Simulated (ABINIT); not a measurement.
Band structure of WC (P-6m2, 2 atoms in the cell).

```xyz
2
Lattice="2.9075 0.0000 0.0000 -1.4538 2.5180 0.0000 0.0000 0.0000 2.8306" Properties=species:S:1:pos:R:3 pbc="T T T"
W      0.0000     0.0000     0.0000
C      1.4538     0.8393     1.4153
```

Level of theory: PBE, PAW (JTH v2.0 PBE PAW) (plane waves; ABINIT).

Settings: pseudos = [W.GGA_PBE-JTH.xml, C.GGA_PBE-JTH.xml]; ecut = 21 Ha; pawecutdg = 42 Ha; pawxcdev = 0; occopt = 3; tsmear = 0.136 eV; ngkpt = 13 13 12; nshiftk = 1; shiftk = 0 0 0; potentials = JTH v2.0 PBE PAW; kptopt = 1; nstep = 60; toldfe1 = 1e-09 Ha.

The starting cell comes from a database of computed structures (which also holds hypothetical and non-ambient phases and stackings), without a prior relaxation at this level. Its lattice was rescaled by a random factor within 2.5 % of one. Spin-orbit coupling is off. Spin polarisation is off.

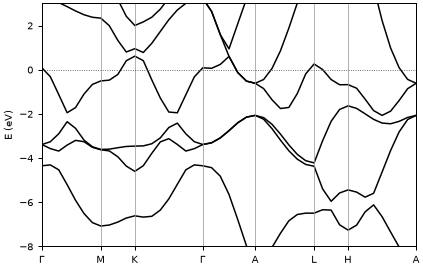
Fig. 1. Bands along the path, energies from the Fermi level.

Levels in eV from the Fermi level, bands 6 to 13:
| point | 6 | 7 | 8 | 9 | 10 | 11 | 12 | 13 |
|---|---|---|---|---|---|---|---|---|
| Γ | -4.35 | -3.38 | -3.38 | 0.09 | 3.22 | 3.22 | 5.62 | 5.62 |
| M | -7.07 | -3.62 | -3.61 | -0.51 | 2.33 | 4.50 | 4.84 | 6.87 |
| K | -6.61 | -4.60 | -3.46 | 0.61 | 0.95 | 2.00 | 3.22 | 9.18 |
| A | -8.69 | -2.07 | -2.07 | -0.61 | -0.61 | 3.69 | 4.50 | 4.50 |
| L | -6.49 | -4.37 | -4.22 | 0.26 | 4.40 | 5.31 | 6.63 | 9.17 |
| H | -7.26 | -5.44 | -1.64 | -0.68 | 4.39 | 6.37 | 7.58 | 9.16 |

Bands cross the Fermi level along this path, so the cell is metallic at this level.
